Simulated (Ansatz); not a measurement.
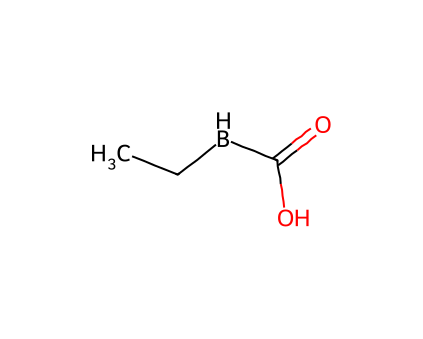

Structural formula above. The geometry was computed by an optimisation with PBE-D4/def2-SVP. No frequency run is at hand to confirm it as a minimum.

Describe the 3D structure.

The molecule is C3H7BO2. SMILES: `CCBC(=O)O`. It has no ring. Among its groups: carboxylic acid, B–H bond. This geometry has C1 symmetry. Coordination: 2 C tetrahedral; 1 B trigonal planar; 1 C trigonal planar; 1 O bent.

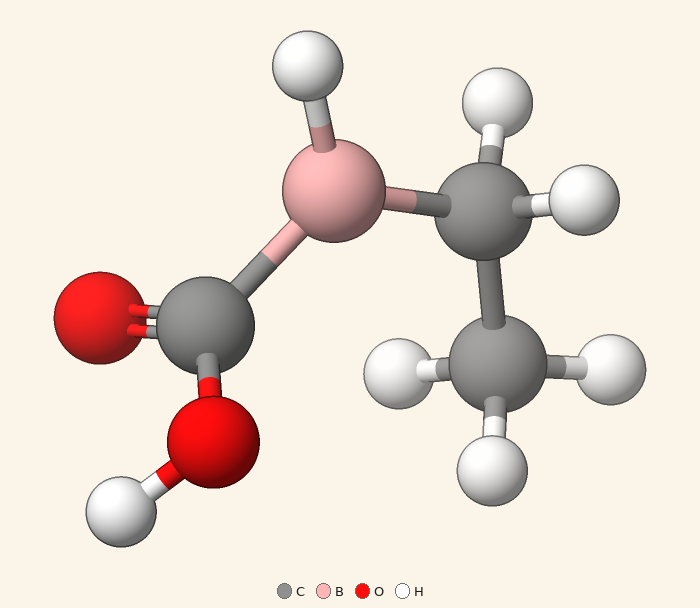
